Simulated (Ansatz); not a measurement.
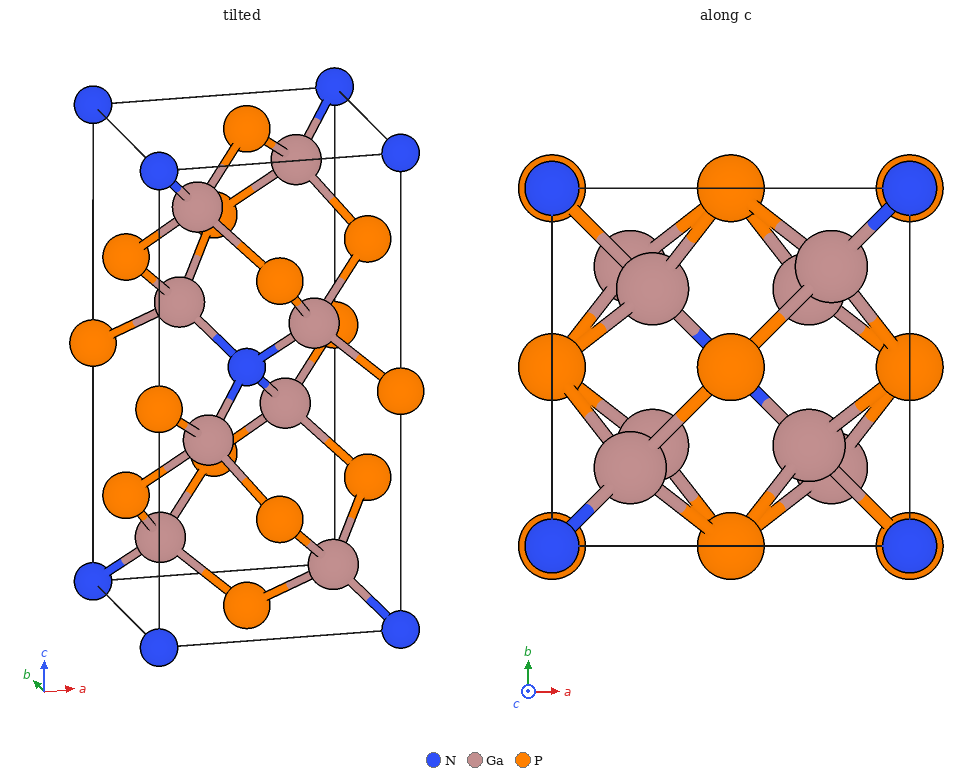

An orthographic ball-and-stick view of the structure, slightly off an axis and along the c axis. The parallelepiped is the conventional unit cell.

Ga4P3N, space group I-42m (No. 121), a = 5.224 Å, b = 5.224 Å, c = 10.338 Å, α = 90.00°, β = 90.00°, γ = 90.00°. Origin of the cell: a structure type filled with these elements by a generator (whether the compound takes this form wasn't checked). Earlier steps of the study may have refined or changed the cell and positions. It was run through Ansatz as a DFT input.

This one geometry was computed with Ansatz (DFT, plane waves, PAW) at five levels of theory: r2SCAN, PBE0, HSE06, PBE and PBE with spin-orbit coupling. It was relaxed beforehand with r2SCAN.

**Which level gives the highest pressure at this volume, and what does that say about its equilibrium volume?**

Highest: PBE (3.0 GPa) and PBE with spin-orbit coupling (3.0 GPa), which points to the largest equilibrium volume. Lowest, with the smallest volume: r2SCAN (0.0 GPa), PBE0 (0.2 GPa) and HSE06 (0.4 GPa). Levels within 0.5 GPa of each other can't be told apart.

**How does the band gap change with the level of theory?**

PBE with spin-orbit coupling: a gap of 0.88 eV, direct; PBE: a gap of 0.90 eV, direct; r2SCAN: a gap of 1.23 eV, direct; HSE06: a gap of 1.69 eV, direct; PBE0: a gap of 2.34 eV, direct.

**Collect the results in a table.**

| level | cutoff (eV) | k-mesh of the run's cell | gap (eV) | pressure (GPa) |
| --- | --- | --- | --- | --- |
| r2SCAN | 500 | 8×8×8 | 1.23 | 0.0 |
| PBE0 | 420 | 4×4×4 | 2.34 | 0.2 |
| HSE06 | 420 | 4×4×4 | 1.69 | 0.4 |
| PBE | 420 | 8×8×8 | 0.90 | 3.0 |
| PBE with spin-orbit coupling | 420 | 8×8×8 | 0.88 | 3.0 |

Gaps are taken on the k-mesh or band path of each run.
